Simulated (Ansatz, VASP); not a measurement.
# KI: VASP beside Ansatz

Aim: how closely do two programs agree when they are given the same cell, functional and k mesh? The cell is taken from a series of VASP runs on this material, whose earlier steps may have relaxed, scaled or displaced it; both programs get it as it stands. Valence electrons are named where the data sets of a main pair hold unlike numbers.

Program: Ansatz 0.2.0. Level of theory: plane waves, with VASP 6.6.1 beside it; relaxation of cell and atoms at LDA and band structure at HSE06, spin-orbit coupling. Results are calculated unless marked as measured.

**1. Starting point**

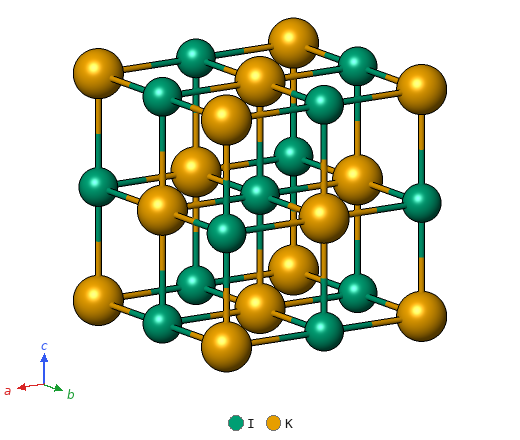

The starting structure, seen from a free direction (iodine teal, potassium orange). This picture shows the conventional cell, with its axes. Some periodic images of atoms are drawn too.

**2. VASP: relaxation of cell and atoms, LDA**

The relaxed volume is the usual yardstick between codes: in a stiff, nearly cubic crystal its relative difference is about their pressure difference at one cell divided by the bulk modulus.

Lines of VASP's logs that name or quote its potential files are left out, and so is its time.

Input file INCAR:

```
SYSTEM = KI
PREC = Accurate
ENCUT = 450
EDIFF = 1E-06
NELM = 100
ISMEAR = 0
SIGMA = 0.03
LREAL = .FALSE.
ALGO = Normal
GGA = CA
NBANDS = 14
LORBIT = 11
LWAVE = .FALSE.
LCHARG = .FALSE.
KPAR = 4
IBRION = 2
NSW = 50
ISIF = 3
EDIFFG = -0.006
```

Input file POSCAR:

```
KI
1.0
    0.0000000000      3.4146498496      3.4146498496
    3.4146498496      0.0000000000      3.4146498496
    3.4146498496      3.4146498496      0.0000000000
I K
1 1
Direct
    0.5000000000      0.5000000000      0.5000000000
    0.0000000000      0.0000000000      0.0000000000
```

Input file KPOINTS:

```
Automatic mesh
0
Gamma
6 6 6
0 0 0
```

PAW data sets: I and K_sv (LDA family, release 64).

Run with:

```
mpirun -np 4 vasp_std
```

Numbers of over 12 decimals in the logs are rounded to 6 here.

The log of the run:

```text
[banner, memory and clock lines left out]
running    4 mpi-ranks, on    1 nodes
 distrk:  each k-point on    1 cores,    4 groups
 distr:  one band on    1 cores,    1 groups

 POSCAR found type information on POSCAR I K
 POSCAR found :  2 types and       2 ions
 LDA part: xc-table for (Slater(with rela. corr.)+CA(PZ))
 , standard interpolation
 POSCAR, INCAR and KPOINTS ok, starting setup
 FFT: planning ... GRIDC
 FFT: planning ... GRID_SOFT
 FFT: planning ... GRID
 WAVECAR not read
 entering main loop
       N       E                     dE             d eps       ncg     rms          rms(c)
DAV:   1     0.845745888887E+02    0.84575E+02   -0.61531E+03   448   0.878E+02
DAV:   2    -0.110477661054E+01   -0.85679E+02   -0.80617E+02   560   0.228E+02
DAV:   3    -0.602960074724E+01   -0.49248E+01   -0.49041E+01   656   0.451E+01
DAV:   4    -0.625218710328E+01   -0.22259E+00   -0.22252E+00   722   0.951E+00
DAV:   5    -0.625361968089E+01   -0.14326E-02   -0.14326E-02   612   0.813E-01    0.404E+00
DAV:   6    -0.617923719202E+01    0.74382E-01   -0.80503E-02   532   0.192E+00    0.279E+00
DAV:   7    -0.616617308314E+01    0.13064E-01   -0.87373E-02   550   0.174E+00    0.814E-01
DAV:   8    -0.616608333902E+01    0.89744E-04   -0.13637E-02   520   0.896E-01    0.220E-01
DAV:   9    -0.616605756541E+01    0.25774E-04   -0.42027E-04   588   0.131E-01    0.109E-01
DAV:  10    -0.616609016972E+01   -0.32604E-04   -0.19160E-04   596   0.651E-02    0.761E-02
DAV:  11    -0.616608334310E+01    0.68266E-05   -0.53886E-05   472   0.458E-02    0.761E-03
DAV:  12    -0.616608346189E+01   -0.11879E-06   -0.21644E-06   510   0.119E-02
   1 F= -.61660835E+01 E0= -.61660835E+01  d E =-.616608E+01
 curvature:   0.00 expect dE= 0.000E+00 dE for cont linesearch  0.000E+00
 trial: gam= 0.00000 g(F)=  0.702E-60 g(S)=  0.886E-05 ort = 0.000E+00 (trialstep = 0.100E+01)
 search vector abs. value=  0.886E-05
 reached required accuracy - stopping structural energy minimisation
```

From OUTCAR (step 2):

```text
ion  position               nearest neighbor table
   1  0.500  0.500  0.500-   2 3.41   2 3.41   2 3.41   2 3.41   2 3.41   2 3.41
   2  0.000  0.000  0.000-   1 3.41   1 3.41   1 3.41   1 3.41   1 3.41   1 3.41

  LATTYP: Found a face centered cubic cell.
 ALAT       =     6.8292996992

 Subroutine GETGRP returns: Found 48 space group operations
 (whereof 48 operations were pure point group operations)

The static configuration has the point symmetry O_h .

 Found     16 irreducible k-points:

   k-points           NKPTS =     16   k-points in BZ     NKDIM =     16   number of bands    NBANDS=     14

   dimension x,y,z NGX =    36 NGY =   36 NGZ =   36
   dimension x,y,z NGXF=    72 NGYF=   72 NGZF=   72

   ENCUT  =  450.0 eV  33.07 Ry    5.75 a.u.   8.35  8.35  8.35*2*pi/ulx,y,z

   NELECT =      16.0000    total number of electrons

 k-points in reciprocal lattice and weights: Automatic mesh
   0.00000000  0.00000000  0.00000000       0.005
   0.16666667  0.00000000  0.00000000       0.037
   0.33333333  0.00000000  0.00000000       0.037
   0.50000000  0.00000000  0.00000000       0.019
   0.16666667  0.16666667  0.00000000       0.028
   0.33333333  0.16666667  0.00000000       0.111
   0.50000000  0.16666667  0.00000000       0.111
  -0.33333333  0.16666667  0.00000000       0.111
  -0.16666667  0.16666667  0.00000000       0.056
[...]
-0.33333333  0.33333333  0.16666667       0.111
  -0.33333333  0.50000000  0.16666667       0.056

 average (electrostatic) potential at core
       1 -94.4616       2 -34.9929

 E-fermi :   0.0788

 k-point     1 :       0.0000    0.0000    0.0000
  band No.  band energies     occupation
    ...
      4     -11.7762      2.00000
      5     -10.7899      2.00000
      6      -0.0490      2.00000
      7      -0.0490      2.00000
      8      -0.0490      2.00000
      9       3.8158      0.00000
     10       6.1699      0.00000
     11       6.1699      0.00000
     12       6.1699      0.00000
     13       7.0023      0.00000
    ...

 k-point     2 :       0.1667    0.0000    0.0000
  band No.  band energies     occupation
    ...
      4     -11.7770      2.00000
      5     -10.6500      2.00000
      6      -0.5852      2.00000
      7      -0.1731      2.00000
      8      -0.1731      2.00000
      9       4.5163      0.00000
     10       6.1208      0.00000
     11       6.4939      0.00000
     12       6.4939      0.00000
     13       7.3842      0.00000
    ...

 k-point     3 :       0.3333    0.0000    0.0000
  band No.  band energies     occupation
    ...
      4     -11.7786      2.00000
      5     -10.4124      2.00000
      6      -1.3716      2.00000
      7      -0.3981      2.00000
      8      -0.3981      2.00000
      9       5.1659      0.00000
     10       6.9926      0.00000
     11       7.2974      0.00000
     12       7.2974      0.00000
     13       8.3450      0.00000
    ...

  Total       -0.0110673     -0.0110673     -0.0110673      0.0000000      0.0000000     -0.0000000
  in kB       -0.2226821     -0.2226821     -0.2226821      0.0000000      0.0000000     -0.0000000
  external PRESSURE =      -0.2226821 kB  Pullay stress =       0.0000000 kB

  energy-cutoff  :      450.00
  volume of cell :       79.63
      direct lattice vectors                 reciprocal lattice vectors
     0.000000000  3.414649850  3.414649850    -0.146427898  0.146427898  0.146427898
     3.414649850  0.000000000  3.414649850     0.146427898 -0.146427898  0.146427898
     3.414649850  3.414649850  0.000000000     0.146427898  0.146427898 -0.146427898

 POSITION                                       TOTAL-FORCE (eV/Angst)
 -----------------------------------------------------------------------------------
      3.41465      3.41465      3.41465         0.000000     -0.000000     -0.000000
      0.00000      0.00000      0.00000        -0.000000      0.000000      0.000000
 -----------------------------------------------------------------------------------
    total drift:                                0.000000      0.000000      0.000000

  FREE ENERGIE OF THE ION-ELECTRON SYSTEM (eV)
  ---------------------------------------------------
  free  energy   TOTEN  =        -6.1660834619 eV

  energy  without entropy=       -6.1660834619  energy(sigma->0) =       -6.16608346

 reached required accuracy - stopping structural energy minimisation

 total charge
# of ion       s       p       d       tot
------------------------------------------
    1        1.498   2.855   0.002   4.354
    2        1.959   5.560   0.032   7.551
--------------------------------------------------
tot          3.457   8.415   0.034  11.905

[... 3 further parts left out ...]
```

The run keeps the 48 symmetry operations of its start, so it cannot find a distortion of lower symmetry.

**3. Ansatz: relaxation of cell and atoms, LDA**

Ansatz runs on its default PAW (the set named soft_2) files.

The same cell, functional (in two slightly different forms), mesh and smearing now go to Ansatz, which takes its cutoff from its data sets.

Input file input.yaml:

```yaml
crystal:
  lattice:
    - [0.0, 3.4146498496, 3.4146498496]
    - [3.4146498496, 0.0, 3.4146498496]
    - [3.4146498496, 3.4146498496, 0.0]
  atoms:
    - { symbol: I, position: [0.5, 0.5, 0.5] }
    - { symbol: K, position: [0.0, 0.0, 0.0] }
hamiltonian:
  xc: lda
  pseudopotentials: { kind: paw }
kpoints:
  mp_grid: { grid: [6, 6, 6] }
scf:
  occupations: { method: gaussian, width: 0.03 }
relax:
  f_tol: 0.01
  max_steps: 60
  cell: { stress_tol: 0.05 }
output:
  forces: true
  stress: true
```

Run with:

```
ansatz run input.yaml --threads 4 --pin off --max-ram 9216MiB --backend cpu --events-out ev --progress --plain --runs-dir out
```

The log of the run:

```text
Engine: ansatz 0.2.0, aarch64-unknown-linux-gnu
Pseudopotentials: kind: paw
Pseudopotential: I, paw, valence charge 17, recommended cutoff 420 eV (normal), I.paw.azcp
Pseudopotential: K, paw, valence charge 9, recommended cutoff 420 eV (normal), K.paw.azcp
Functional definition: SPW92
  exchange = slater_x
  correlation = pw_c
Crystal: 2 atoms, lattice volume = 79.628 Å³
Basis set: ecut = 420 eV, 1471 PW (Γ)
Bands: 17, of which v1, the nominal top of the filled ones, is band 13 counted from 1 (12 counted from 0)
Symmetry: 48 space group operations
Space group: Fm-3m (ITA 225), of the structure as read, at distance tolerance 4.3e-5 Å
k-points: 16 of 216
Non-local potential: I, projectors of the file, l = 0: 2, l = 1: 2, l = 2: 2, l = 3: 2
Non-local potential: K, projectors of the file, l = 0: 3, l = 1: 2, l = 2: 2
PAW form: soft (Blöchl's): semilocal exchange-correlation on the pseudo side does not see the compensation charge
PAW frozen core: I, regenerated for the run's functional, and the local potential with it (the file was generated under x = pbe(κ = 0.804, μ = 0.219515), c = pbe(β = 0.066725))
PAW frozen core: K, regenerated for the run's functional, and the local potential with it (the file was generated under x = pbe(κ = 0.804, μ = 0.219515), c = pbe(β = 0.066725))
PAW one-centre angular grid: I, 590 points (default); XC on 64 Gauss nodes
PAW one-centre angular grid: K, 110 points (default); XC on 64 Gauss nodes
Initial density: superposition of atomic densities (neutral atoms: chi_scale 0, normalization atom), corrected by the library's trained network
Initial wavefunctions: pseudopotential atomic-orbital guess
Functional: x = slater, c = lda
SCF iter   1: F=—  HF=-8855.099826 eV  |F-HF|=—  |Δ(HF+E_count)|=         —  Δρ=4.64e-3  dr2=7.95e-3  ethr=1.77e-3  ⟨swp⟩=7.3  Hψ=1630  notcnv=0
preconditioner: auto → none  [insulator: Δε(μ)=3.844 eV  Ē_g=13.637 eV  σ=0.030 eV  W_gap=1.00  n_scr=14 (ndim 8)  ℏωp=15.6 eV  f_vac=0.105  D(μ)=0.00/eV (n_scr^D=0)  ε∞_Penn≈2.3]
SCF iter   2: F=—  HF=-8855.097280 eV  |F-HF|=—  |Δ(HF+E_count)|=   2.55e-3  Δρ=2.26e-3  dr2=1.63e-3  ethr=3.06e-5  ⟨swp⟩=2.2  Hψ=570  notcnv=0
SCF iter   3: F=—  HF=-8855.097130 eV  |F-HF|=—  |Δ(HF+E_count)|=   1.51e-4  Δρ=3.97e-4  dr2=1.96e-4  ethr=6.29e-6  ⟨swp⟩=2.9  Hψ=440  notcnv=0
SCF iter   4: F=—  HF=-8855.097037 eV  |F-HF|=—  |Δ(HF+E_count)|=   9.32e-5  Δρ=7.04e-5  dr2=2.50e-6  ethr=7.53e-7  ⟨swp⟩=2.2  Hψ=470  notcnv=0
SCF iter   5: F=—  HF=-8855.097037 eV  |F-HF|=—  |Δ(HF+E_count)|=   7.60e-7  Δρ=1.10e-5  dr2=8.23e-8  ethr=9.60e-9  ⟨swp⟩=2.1  Hψ=474  notcnv=0
SCF iter   6: F=-8855.097037 eV  HF=-8855.097037 eV  |F-HF|=8.66e-9  |Δ(HF+E_count)|=   8.72e-9  Δρ=3.21e-6  dr2=7.48e-9  ethr=3.16e-10  ⟨swp⟩=2.8  Hψ=1017  notcnv=0
SCF 1 converged in 6 iterations: F = -8855.097037 eV  dr2 = 7.48e-9
  greatest PAW one-centre occupation: 1.000 electrons in one spin orbital (limit 2), on the I atom at site 0 (counted from 0), in its partial waves of l = 2
relax step   1: F+E_penalty+E_count = -8855.09703735 eV  Δ(F+E_penalty+E_count) = +0.000e0 eV  max|allowed force component| = 2.439e-29 eV/Å  Δτ_max = 0.0000 Å  P = -0.082 GPa  Ω = 79.628 Å³  (6 SCF iters, dr2 threshold 1.00e-7 eV, accepted)
[...]
relax step   2: F+E_penalty+E_count = -8855.09713854 eV  Δ(F+E_penalty+E_count) = -1.012e-4 eV  max|allowed force component| = 4.003e-29 eV/Å  Δτ_max = 0.0000 Å  P = -0.041 GPa  Ω = 79.422 Å³  energy of the carried Pulay correction = +2.182e-5 eV  (4 SCF iters, dr2 threshold 1.68e-8 eV, accepted)
[...]
relax step   3: F+E_penalty+E_count = -8855.09711903 eV  Δ(F+E_penalty+E_count) = +1.951e-5 eV  max|allowed force component| = 2.731e-29 eV/Å  Δτ_max = 0.0000 Å  P = -0.041 GPa  Ω = 79.422 Å³  stress off target by 4.13e-2 GPa  SCF on the basis re-selected at this cell (its energy is not comparable with the rows above)  (4 SCF iters)
basis re-selected at this cell: Δ(F+E_penalty+E_count) = +1.951e-5 eV, ΔP = +0.000 GPa vs the last step (what re-selecting the basis moved, of the pressure what is left beyond the Pulay correction that the steps carried, after the strain that the cell walked since its last selection, with what the two solves' SCF thresholds leave and, on support functions, any second-order correction that the steps lacked; it is no m [...]
SCF converged after 4 iterations
Free energy (F): -8855.097119 eV
Harris-Foulkes:  -8855.097119 eV  (|F-HF|=1.46e-11)
Internal energy: -8855.097119 eV  (E = F + TS)
E sigma→0 (E₀):  -8855.097119 eV
Fermi energy:    4.808398 eV
--- Per-component energies (eV) ---
  E_band       = -505.362535
  E_kinetic    = 444.290703
  E_local      = -2713.997985  (includes V_loc(G=0)·N_el)
  E_nonlocal   = -69.615428
  E_hartree    = 1289.196624
  E_xc         = -260.703173
  E_vxc        = -292.775935  (∫ρ·V_xc dr)
  E_paw        = -5403.469166  (= ΣΔE_a)
  E_vpaw       = -451.657013  (= ΣTr[D̂ρ^β])
  E_aug_tail   = 0.000068  (compensation charges beyond the density's cutoff)
  E_ewald      = -2141.837477
  E_core_change = 1.038715  (= ΣΔE_core)
  E_smearing   = -0.000000  (= −TS)
  E_closure    = 0.000000  (closes the sum)
  Σ components = -8855.097119   (vs F -8855.097119, Δ=0.00e0)
--- Forces (eV/Å), atoms counted from 1 ---
  atom   1  I      0.00000000    -0.00000000     0.00000000
  atom   2  K     -0.00000000     0.00000000     0.00000000
  max |Σ_I F_I| component: 5.06e-29 eV/Å
--- Stress (GPa, compression-positive) ---
       -0.041258      -0.000000      -0.000000
        0.000000      -0.041258      -0.000000
       -0.000000      -0.000000      -0.041258
  P = ⅓ Tr σ = -0.0413 GPa (-0.413 kbar)
--- Relaxed structure (2 steps of the walk, 2 accepted, 1 SCFs on fresh bases) ---
  F+E_penalty+E_count = -8855.09711903 eV   max|allowed force component| = 2.731e-29 eV/Å   (the final SCF, on the basis selected at the relaxed cell)
  cell:  # Å, volume = 79.4223 Å³
    - [0.0, 3.411700, 3.411700]
    - [3.411700, 0.0, 3.411700]
    - [3.411700, 3.411700, 0.0]
  atoms:
    - { symbol: I, position: [0.5, 0.5, 0.5] }
    - { symbol: K, position: [0, 0, 0] }
```

Wall time 1.5 s (4 threads of Arm Neoverse V1, shared host); peak memory 0.35 GiB; 4.4 s of CPU time.

**4. Comparison**

Known differences besides the potentials themselves: the two LDA forms differ slightly; both relaxations stop at a tolerance, which leaves soft axes loose, and VASP keeps its plane-wave basis; the data sets hold 26 valence electrons in Ansatz (on its default PAW (the set named soft_2) files) and 16 in VASP; the cutoff is 420 eV in Ansatz and 450 eV in VASP; VASP's log shows a relativistic correction to its local exchange, Ansatz's none; Ansatz adds a Pulay correction to the stress that steers its cell, VASP none. Total energies have different zeros and are not compared.

Compared:

```
                                         quantity  Ansatz   VASP  difference
                                      volume (Å³)   79.42  79.63     -0.26 %
edge a after relaxation, in the typed setting (Å)   4.825  4.829     -0.08 %
```

The walks stopped with -0.04 GPa left in Ansatz and -0.02 GPa in VASP; each walk ends within a tolerance, so the volume difference is uncertain by about these residues over the bulk modulus, most in soft cells.

(Part 1 of 2 ends here.)

[Lines on the potential files, build, host, timing and source positions are cut from VASP's logs without a mark.]

[Logs are printed without paths, hosts, clocks, repeated set-up lines and the standing remarks that a program may print on its own settings, such as how far it seeks lower states.]

[Hosts, paths, dates, database ids (printed as entryN), source tags and the programs' standing remarks are cut or masked in the printed files.]
